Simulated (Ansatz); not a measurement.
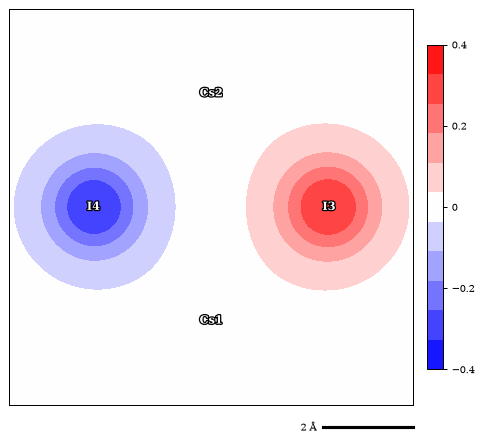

Cs₂I₂. One frontier orbital on a plane 0.8 Å above the molecular plane (values in Å⁻³ᐟ²; the overall sign is arbitrary).

Geometry: B3LYP-D4/def2-SVP; core potentials replace the inner electrons of Cs and I.

Computed with RKS PBE0-D4/def2-TZVP (Ansatz 0.2.0).

### Which orbital is it: HOMO or LUMO?

The HOMO, at −5.84 eV. Its weight (Hirshfeld) is mainly on I3 (about 45 %) and I4 (about 45 %); it changes sign across the molecular plane (π type); it is gerade (even under inversion).
